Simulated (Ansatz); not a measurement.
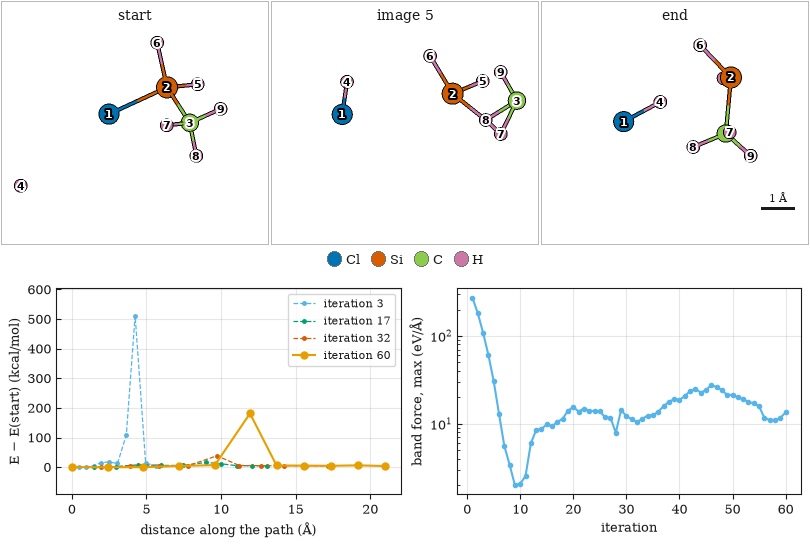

A search for the minimum-energy path of CH6ClSi (multiplicity 2), made up at the start of CH₅ClSi and H by the nudged elastic band. Images are numbered from 0 (start) to 10 (end). The plot follows the band through its iterations. The picture is a ball-and-stick view, seen from a free direction.

These are results of UKS PBE0/def2-SVP in Ansatz, not measurements. Settings: 9 movable images; climbing image; force threshold 0.03 eV/Å; iteration limit 60; spring constant 50.0 eV/Å²; starting path through a guess of the saddle point.

**Did the band converge, and can the barrier be trusted?**

The result isn't final. The band hadn't converged when the run stopped after 60 iterations. The largest component of the band force went from 270 to 13 eV/Å. The barrier read from it is provisional: over the last two iterations the highest image moved from 197.3 kcal/mol to 181.3 kcal/mol. The spring constant is far from the usual few eV/Å², which spoils the spacing or the steps. The first iteration put the highest image at 1604.3 kcal/mol. The energy climbs by 181.3 kcal/mol to image 5 and then falls by 177.4 kcal/mol, so the end point sits at +3.9 kcal/mol.

Limits of the set-up: the start holds two separate molecules, 3.6 Å apart at their closest, whose relative position is a soft coordinate and is computed without a dispersion correction.
